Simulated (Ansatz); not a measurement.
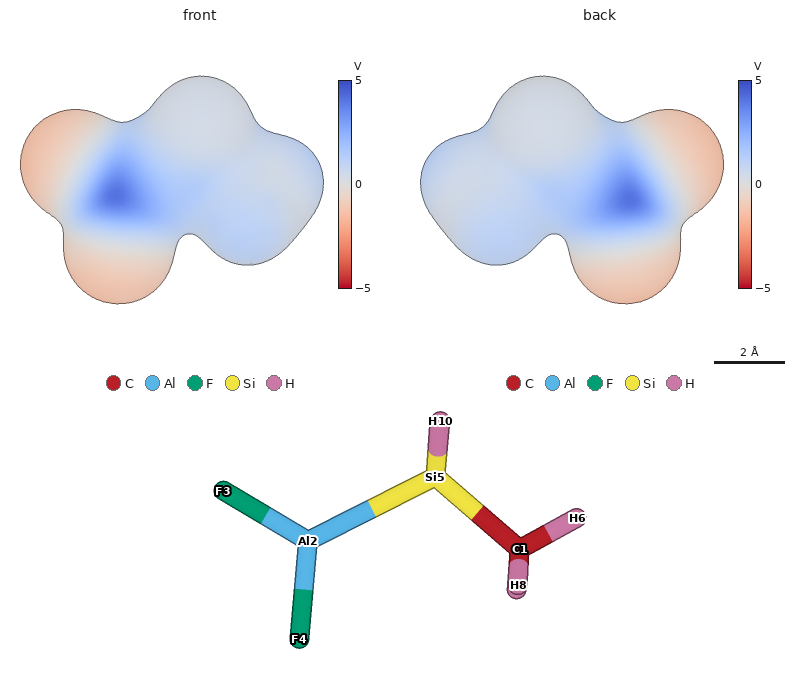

The picture shows: CH₅AlF₂Si (SMILES C[SiH2][Al]([F])[F]). The electrostatic potential painted on the density surface at 0.002 e/bohr³, seen from the front and from behind; the colour scale runs from red (negative) to blue (positive). The bare structure is drawn below in the same view.

Geometry: PBE-D3(BJ)/def2-SVP.

All numbers below come from Ansatz, isolated molecule in a Gaussian basis; Kohn-Sham density functional theory, functional PBE0.

```xyz
10

C    -2.6089    1.4766   -0.9102
Al    0.4149   -0.1335    0.2364
F     1.5732   -0.4250    1.4127
F     0.6407   -0.9295   -1.2226
Si   -1.4814    1.3503    0.6093
H    -3.4593    2.1571   -0.7041
H    -3.0157    0.4826   -1.1829
H    -2.0512    1.8696   -1.7832
H    -2.2502    0.8382    1.8027
H    -0.9467    2.7089    0.9912
```

Where is the surface potential most negative and most positive?

The most negative region (about −1.3 V) lies over F3 and F4, the most positive (about +3.9 V) over Al2.

How polar is the molecule by this calculation?

Its dipole moment is 2.85 D.
